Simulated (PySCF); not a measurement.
# F$_{4}$Hf (Hf(F)4): what the fields show

The calculation's input:

```
mol = gto.M(atom='''
Hf     0.00000     0.00000    -0.00000
F      1.09985     1.09985     1.09985
F     -1.09985    -1.09985     1.09985
F      1.09985    -1.09985    -1.09985
F     -1.09985     1.09985    -1.09985''',
    basis={'Hf': 'def2-SVP', 'F': 'def2-SVP'},
    ecp={'Hf': 'def2-SVP'},
    charge=0, spin=0)
mf = dft.RKS(mol, xc='PBE0')
mf.grids.atom_grid = (75, 302)  # f atoms: at least (60, 302), unpruned
mf = mf.density_fit()  # Hf def2-universal-JKFIT, F def2-universal-JKFIT
mf.conv_tol = 1e-09; mf.max_cycle = 55
mf.kernel(dm0)
```

Launched as:

```sh
OMP_NUM_THREADS=2 python run.py
```

Core potentials replace the inner electrons of Hf.

All numbers below come from RKS PBE0, Hf def2-SVP with ECP60, F def2-SVP; non-relativistic Hamiltonian with scalar-relativistic core potentials where named; density fitting in PySCF.

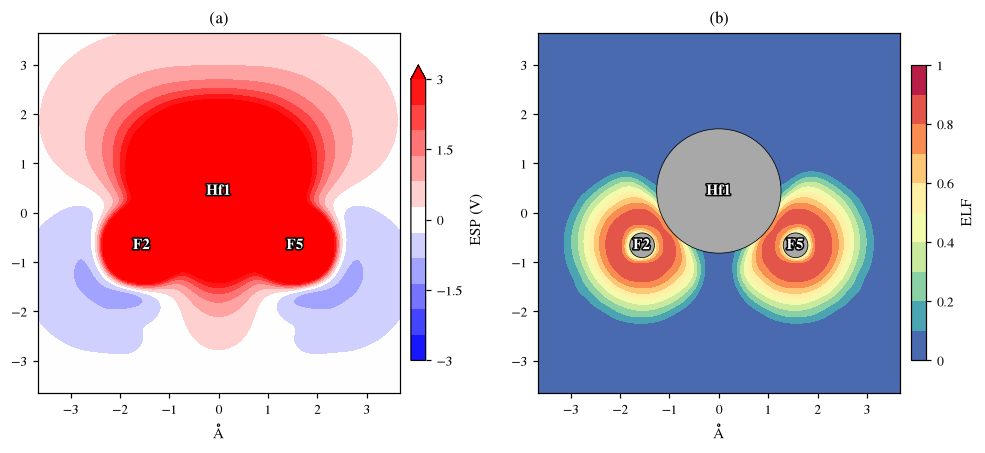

Figure 1. (a) molecular electrostatic potential; (b) electron localisation function on the plane of atoms F2, Hf1 and F5. Grey discs cover the atomic cores in the ELF map.

Q: Read the bonding off the picture.

A: Atoms in the plane: Hf and F. Hf–F (1.90 Å): the ELF peaks at about 0.80 in the valence shell of F, 0.5 Å from its nucleus, and drops to about 0.20 between the two atoms. Outside the dense part of the molecule the potential is most negative (−1.1 V) near F2 and F5.

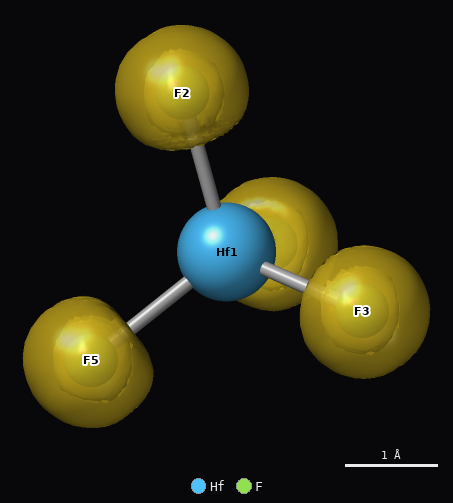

Figure 2. Isosurface of the electron localisation function at 0.8 (yellow), seen at a tilt. Core shells and regions of very low density are left out.

Q: Where are the electrons localised?

A: At this value the surface marks out four regions wrapped around F (the valence shell of each).

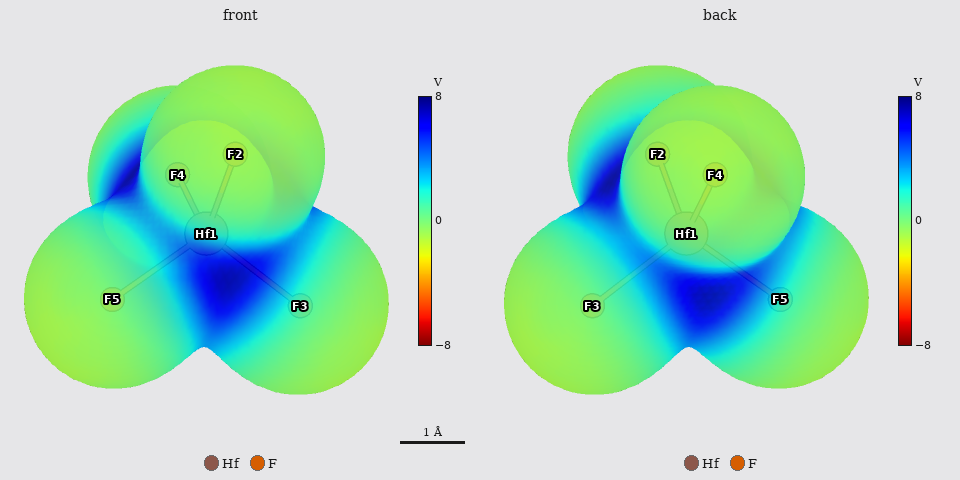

Figure 3. The electrostatic potential painted on the density surface at 0.004 e/bohr³, seen from the front and from behind; red is negative and blue positive.

Q: Describe the electrostatic potential map.

A: The most negative region (about −0.9 V) lies over F2, F3, F4 and F5, the most positive (about +7.3 V) over Hf1.

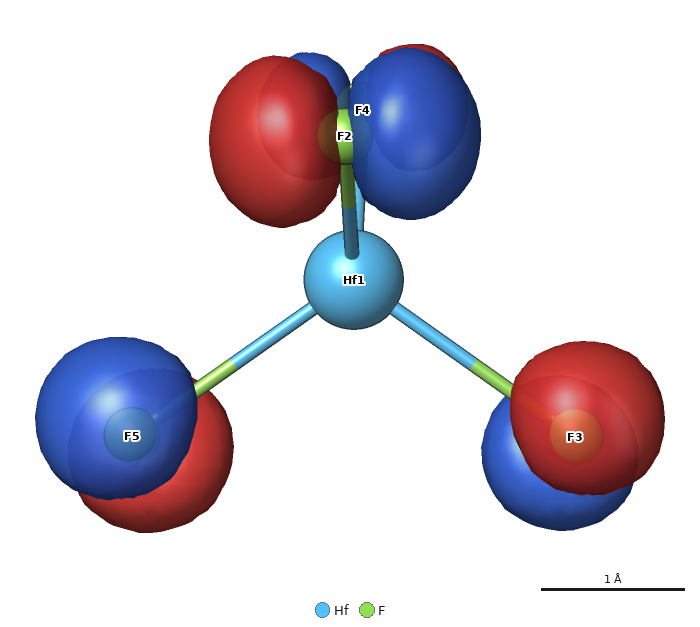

Figure 4. The HOMO at ±0.2 Å⁻³ᐟ² (blue and red are the two phases), seen at an oblique angle.

Q: Where does this orbital lie, and at what energy?

A: Its weight (Hirshfeld) is mainly on F2 (about 30 %), F5 (about 30 %), F3 (about 25 %) and F4 (about 10 %); largely a combination of lone pairs on F2, F5, F3 and F4. It is one of a degenerate set, so its orientation is arbitrary. Its energy is −12.04 eV.
